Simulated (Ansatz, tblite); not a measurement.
# B15N15 wurtzite bond sphere (B15N15H34): rung by rung

Aim: run the singlet of B15N15 wurtzite bond sphere (B15N15H34) at one geometry on many levels, and compare frontier levels, spin and run time.

The runs use Ansatz 0.2.0, Gaussian basis; as each input shows.

Plan: GFN1-xTB, GFN2-xTB, PBE-D4/def2-SVP, r2SCAN-D4/def2-SVP.

1 further run of the same task is left out (set aside as unsound or not needed). Runs told in other sessions of the task aren't counted.

**1. The geometry**

The singlet was relaxed beforehand with r2SCAN-D4/def2-SVP.

64 atoms, charge 0, spin multiplicity 1.

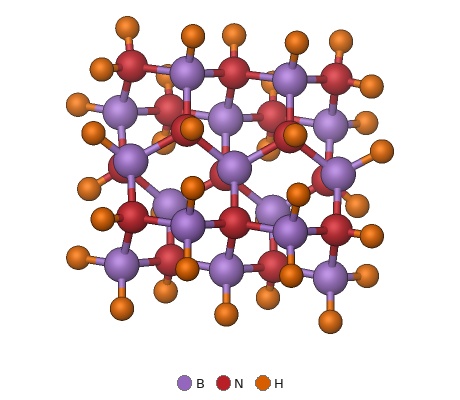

The structure; boron purple, nitrogen red, hydrogen orange.

PBE0-D4/def2-SVP was run before; its log isn't repeated, and its numbers join the tables.

**2. GFN1-xTB**

Tight binding, by tblite at 300 K electronic temperature and without a spin-polarisation term:

```python
tblite.interface.Calculator('GFN1-xTB', numbers, positions, charge=0, uhf=0).singlepoint()
```

Energy -2401.4587 eV, HOMO -9.15 eV, LUMO -4.67 eV; 0.18 s.

**3. GFN2-xTB**

Tight binding, by tblite at 300 K electronic temperature and without a spin-polarisation term:

```python
tblite.interface.Calculator('GFN2-xTB', numbers, positions, charge=0, uhf=0).singlepoint()
```

Energy -2196.2720 eV, HOMO -8.25 eV, LUMO -1.50 eV; 0.14 s.

**4. PBE-D4/def2-SVP**

start.molden holds the orbitals of an earlier run on this state, given as this run's starting guess.

in.yaml reads:

```yaml
crystal:
  periodic: [false, false, false]
  atoms:
    - {symbol: B, position_ang: [0.656968, -2.656363, -1.861416]}
    - {symbol: N, position_ang: [-0.622195, -1.849286, -2.390359]}
    - {symbol: N, position_ang: [0.644739, -2.564672, -0.322652]}
    - {symbol: B, position_ang: [-0.659490, -1.863716, 0.267012]}
    - {symbol: B, position_ang: [0.645505, -2.638062, 2.391216]}
    - {symbol: N, position_ang: [-0.601313, -1.833919, 1.812347]}
    - {symbol: B, position_ang: [-0.629939, -0.364809, -1.844139]}
    - {symbol: N, position_ang: [-1.913753, 0.380610, -2.390271]}
    - {symbol: N, position_ang: [-0.658028, -0.381092, -0.307204]}
    - {symbol: B, position_ang: [-1.944756, 0.355428, 0.267081]}
    - {symbol: B, position_ang: [-0.604782, -0.350320, 2.388408]}
    - {symbol: N, position_ang: [-1.889910, 0.391029, 1.812425]}
    - {symbol: B, position_ang: [-1.977287, 1.891756, -1.861287]}
    - {symbol: N, position_ang: [-1.903772, 1.835535, -0.322525]}
    - {symbol: B, position_ang: [-1.966887, 1.872644, 2.391379]}
    - {symbol: N, position_ang: [1.906993, -1.849406, -2.390022]}
    - {symbol: B, position_ang: [1.943199, -1.870176, 0.279978]}
    - {symbol: N, position_ang: [1.888178, -1.847668, 1.821671]}
    - {symbol: B, position_ang: [1.960816, -0.345460, -1.855941]}
    - {symbol: N, position_ang: [0.639291, 0.370313, -2.370202]}
    - {symbol: N, position_ang: [1.886816, -0.394097, -0.312422]}
    - {symbol: B, position_ang: [0.625925, 0.362510, 0.284733]}
    - {symbol: B, position_ang: [1.946684, -0.348770, 2.387175]}
    - {symbol: N, position_ang: [0.653440, 0.378424, 1.822002]}
    - {symbol: B, position_ang: [0.676016, 1.872763, -1.855928]}
    - {symbol: N, position_ang: [-0.655330, 2.574437, -2.389983]}
    - {symbol: N, position_ang: [0.597074, 1.832713, -0.312406]}
    - {symbol: B, position_ang: [-0.655165, 2.616163, 0.280054]}
    - {symbol: B, position_ang: [0.666298, 1.862031, 2.387176]}
    - {symbol: N, position_ang: [-0.662956, 2.557221, 1.821758]}
    - {symbol: H, position_ang: [0.637581, -3.789430, -2.313549]}
    - {symbol: H, position_ang: [-1.422218, -2.336048, -1.961967]}
    - {symbol: H, position_ang: [-0.723968, -1.938405, -3.403341]}
    - {symbol: H, position_ang: [0.637466, -3.500887, 0.096566]}
    - {symbol: H, position_ang: [-1.664705, -2.472992, -0.131301]}
    - {symbol: H, position_ang: [0.628036, -3.803132, 1.951599]}
    - {symbol: H, position_ang: [0.634232, -2.641633, 3.608954]}
    - {symbol: H, position_ang: [-1.424238, -2.302284, 2.191985]}
    - {symbol: H, position_ang: [-2.734017, -0.071168, -1.961836]}
    - {symbol: H, position_ang: [-2.041790, 0.336701, -3.403241]}
    - {symbol: H, position_ang: [-2.973470, -0.213303, -0.131201]}
    - {symbol: H, position_ang: [-0.649399, -0.376227, 3.600135]}
    - {symbol: H, position_ang: [-2.705684, -0.089673, 2.192085]}
    - {symbol: H, position_ang: [-2.969772, 2.438782, -2.313367]}
    - {symbol: H, position_ang: [-2.719436, 2.295127, 0.096702]}
    - {symbol: H, position_ang: [-2.986185, 2.437286, 1.951898]}
    - {symbol: H, position_ang: [-1.975470, 1.864571, 3.609116]}
    - {symbol: H, position_ang: [2.028917, -1.908337, -3.402265]}
    - {symbol: H, position_ang: [2.731215, -2.311831, -1.985921]}
    - {symbol: H, position_ang: [2.960072, -2.448690, -0.123571]}
    - {symbol: H, position_ang: [2.719744, -2.308883, 2.189519]}
    - {symbol: H, position_ang: [2.947161, 0.208803, -2.307154]}
    - {symbol: H, position_ang: [0.685340, 0.396983, -3.392592]}
    - {symbol: H, position_ang: [2.693263, 0.070162, 0.124852]}
    - {symbol: H, position_ang: [1.958148, -0.366186, 3.602730]}
    - {symbol: H, position_ang: [2.973229, 0.196497, 1.944682]}
    - {symbol: H, position_ang: [1.647551, 2.452564, -2.307176]}
    - {symbol: H, position_ang: [-0.645829, 2.709335, -3.402245]}
    - {symbol: H, position_ang: [-0.646262, 3.519549, -1.986098]}
    - {symbol: H, position_ang: [1.401095, 2.301202, 0.124812]}
    - {symbol: H, position_ang: [-0.650900, 3.786071, -0.123466]}
    - {symbol: H, position_ang: [0.656996, 1.880634, 3.602735]}
    - {symbol: H, position_ang: [1.650094, 2.481090, 1.944657]}
    - {symbol: H, position_ang: [-0.649179, 3.508029, 2.189606]}
basis:
  gaussian: {orbitals: def2-SVP, fitting: {mean_field: def2-universal-jkfit}, initial_orbitals: start.molden}
hamiltonian: {xc: pbe, dispersion: d4}
scf: {omitted_lower_state_checks: [starts]}
output: {forces: true, orbitals: {seedname: orbitals}}
```

The run is started by

```console
$ ansatz run in.yaml --threads 2 --pin off --events-out ev --progress --plain --max-ram 32768MiB --backend cuda --devices 0, --max-vram 18GiB
```

Output, shortened:

```text
Functional definition: PBE
  name "PBE"
  cite "Perdew, Burke & Ernzerhof, Phys. Rev. Lett. 77, 3865 (1996) doi:10.1103/PhysRevLett.77.3865"
  parent pbe
[...]
2892 factors; integrals over basis functions are off by at most 2.2e-1 eV
[...]
mean field -33011.61841881 eV, -1213.1546008125 hartree, gradient 2.3e-5 eV, S^2 0.000000; 0 other end points of the search recorded, 0 dependent functions left out
[...]
reference -33011.61849685 eV, -1213.1546036807 hartree; 107, 107 occupied and 483, 483 virtual orbitals, 2892 factors
Total energy: -33015.44178316 eV, -1213.2951068609 hartree
Atom 0 at     0.656968    -2.656363    -1.861416 Å, force    -0.024141     0.147184     0.013550 eV/Å
Atom 1 at    -0.622195    -1.849286    -2.390359 Å, force     0.179158     0.080108     0.093151 eV/Å
Atom 2 at     0.644739    -2.564672    -0.322652 Å, force    -0.000104     0.133094    -0.044257 eV/Å
Atom 3 at    -0.659490    -1.863716     0.267012 Å, force     0.120050     0.116359    -0.076009 eV/Å
Atom 4 at     0.645505    -2.638062     2.391216 Å, force    -0.013572     0.105306    -0.145512 eV/Å
Atom 5 at    -0.601313    -1.833919     1.812347 Å, force     0.130119     0.051967     0.031190 eV/Å
Atom 6 at    -0.629939    -0.364809    -1.844139 Å, force    -0.008599    -0.004921    -0.017134 eV/Å
Atom 7 at    -1.913753     0.380610    -2.390271 Å, force     0.158549     0.115462     0.093154 eV/Å
[...]
Atom 48 at     2.731215    -2.311831    -1.985921 Å, force     0.245612    -0.138856     0.181087 eV/Å
Atom 49 at     2.960072    -2.448690    -0.123571 Å, force     0.125711    -0.070890    -0.060303 eV/Å
Atom 50 at     2.719744    -2.308883     2.189519 Å, force     0.210590    -0.115114     0.088762 eV/Å
Atom 51 at     2.947161     0.208803    -2.307154 Å, force     0.136287     0.076343    -0.061407 eV/Å
Atom 52 at     0.685340     0.396983    -3.392592 Å, force     0.018710     0.010821    -0.251404 eV/Å
Atom 53 at     2.693263     0.070162     0.124852 Å, force     0.213100     0.123317     0.165583 eV/Å
Atom 54 at     1.958148    -0.366186     3.602730 Å, force     0.021997     0.002911     0.173515 eV/Å
Atom 55 at     2.973229     0.196497     1.944682 Å, force     0.129911     0.069773    -0.055074 eV/Å
Atom 56 at     1.647551     2.452564    -2.307176 Å, force     0.134106     0.080214    -0.061354 eV/Å
Atom 57 at    -0.645829     2.709335    -3.402245 Å, force     0.003457     0.039413    -0.306934 eV/Å
Atom 58 at    -0.646262     3.519549    -1.986098 Å, force     0.001801     0.282430     0.181432 eV/Å
Atom 59 at     1.401095     2.301202     0.124812 Å, force     0.213117     0.123513     0.165750 eV/Å
Atom 60 at    -0.650900     3.786071    -0.123466 Å, force     0.000952     0.144437    -0.060401 eV/Å
Atom 61 at     0.656996     1.880634     3.602735 Å, force     0.013374     0.017616     0.173485 eV/Å
Atom 62 at     1.650094     2.481090     1.944657 Å, force     0.125178     0.077926    -0.055175 eV/Å
Atom 63 at    -0.649179     3.508029     2.189606 Å, force     0.004995     0.239812     0.088775 eV/Å
Dipole moment:    -0.646605    -0.374419    -4.145527 e Å
Checks for a lower state left out: starts
```

It took 14 s on 1 × H100 (card shared with other runs) with 2 threads of AMD EPYC 7R13, shared host; peak host memory 1.1 GiB.

From the report: HOMO -4.84 eV, LUMO -1.60 eV.

**5. r2SCAN-D4/def2-SVP**

in.yaml: that of step 4 with these lines changed.

```diff
@@ -69,4 +69,4 @@
   gaussian: {orbitals: def2-SVP, fitting: {mean_field: def2-universal-jkfit}, initial_orbitals: start.molden}
-hamiltonian: {xc: pbe, dispersion: d4}
+hamiltonian: {xc: r2scan, dispersion: d4}
 scf: {omitted_lower_state_checks: [starts]}
-output: {forces: true, orbitals: {seedname: orbitals}}
+output: {orbitals: {seedname: orbitals}}
```

Launched as before.

Output:

```text
Functional definition: r2SCAN
  name "r2SCAN"
  cite "Furness, Kaplan, Ning, Perdew & Sun, J. Phys. Chem. Lett. 11, 8208 (2020) doi:10.1021/acs.jpclett.0c02405"
  cite "Furness, Kaplan, Ning, Perdew & Sun, J. Phys. Chem. Lett. 11, 9248 (2020) doi:10.1021/acs.jpclett.0c03077"
  parent r2scan
  parameter k0 = 0.174
  parameter k1 = 0.065
  parameter a1 = 4.9479
  exchange = r2scan_x(k0 = k0, k1 = k1, a1 = a1)
  correlation = r2scan_c
these checks for a lower state are left out or cut short: starts
2892 factors; integrals over basis functions are off by at most 2.2e-1 eV
mean field evaluation 1: about -33037.5852 eV, gradient 8.4e0 eV
mean field evaluation 2: about -33037.7526 eV, gradient 1.3e-1 eV
mean field evaluation 4: about -33037.8051 eV, gradient 2.9e-4 eV
mean field -33037.80508652 eV, -1214.1169431009 hartree, gradient 1.7e-5 eV, S^2 0.000000; 0 other end points of the search recorded, 0 dependent functions left out
reference -33037.80510723 eV, -1214.1169438622 hartree; 107, 107 occupied and 483, 483 virtual orbitals, 2892 factors
Total energy: -33038.99085006 eV, -1214.1605191074 hartree
Checks for a lower state left out: starts
```

Wall time 13 s (1 × H100 (card shared with other runs) with 2 threads of AMD EPYC 7R13, shared host); peak host memory 1.1 GiB.

HOMO -5.12 eV, LUMO -0.95 eV.

**6. Comparison**

```csv
level,functions,HOMO (eV),LUMO (eV),gap (eV),time
PBE-D4/def2-SVP,590,-4.84,-1.60,3.24,14 s
r2SCAN-D4/def2-SVP,590,-5.12,-0.95,4.17,13 s
PBE0-D4/def2-SVP,590,-6.12,-0.72,5.39,15 s
```

**7. Binding energy**

Free atoms were run apart at each level; binding is atoms less cluster, divided by the number of atoms, without zero-point or spin-orbit terms.

```csv
level,binding an atom (eV)
PBE-D4/def2-SVP,4.515
r2SCAN-D4/def2-SVP,4.401
PBE0-D4/def2-SVP,4.449
```

**8. Results**

| quantity | value |
| --- | --- |
| gap in def2-SVP, named functionals, smallest and largest | 3.24 eV (PBE-D4), 5.39 eV (PBE0-D4) |
| binding an atom, functionals in def2-SVP | 4.40 (r2SCAN-D4) to 4.52 eV (PBE-D4) |

In words: Orbital gaps of the named functionals in def2-SVP span 3.24 eV (PBE-D4) to 5.39 eV (PBE0-D4); exact exchange widens it.

The slowest run with a step of its own, PBE-D4/def2-SVP, took 14 s; the quickest functional in def2-SVP took 13 s (shared host).
